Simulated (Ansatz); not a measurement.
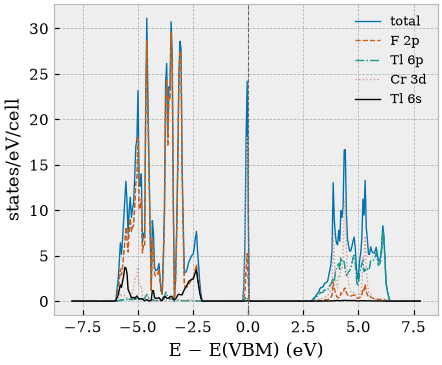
Fig. 1. Total and projected density of states of KTl2CrF6 in space group Fm-3m (No. 225; K on 4b, Cr on 4a, Tl on 8c, F on 24e), DFT-r²SCAN in the program Ansatz with PAW potentials

Task: Which orbitals carry the states next to the gap?

Result: Top 1 eV of the valence band: Cr 3d 75 %, F 2p 21 %. Bottom 1 eV of the conduction band: Tl 6p 54 %, Cr 3d 27 %, F 2p 8 %, F 2s 6 %. Projections are on Löwdin-orthogonalised atomic valence shells; empty p or d shells of many metals are not among them.

Task: Where is the tallest occupied peak in this window, and what makes it?

Result: Near -4.6 eV, about 31 states/eV per cell; the largest projected share is F 2p.

The workflow started from a Materials Project entry (that database holds measured and hypothetical structures alike); the Crystallography Open Database copy checked does not list it. Whether it is the stable phase at ambient conditions was not checked. The cell was relaxed with r²SCAN under the symmetry of its start; its stability against distortions is not shown here. The final state is ferromagnetic, chosen from 3 collinear starts compared on coarse meshes (ties went to the first, and starts can fall back to one state), not a proven ground state. Other orbital occupations within this spin state were not tried. No Hubbard U is applied. Scalar-relativistic: spin–orbit coupling is off unless named, which matters more the heavier the elements.

Potentials: the later of the program's two PAW sets.
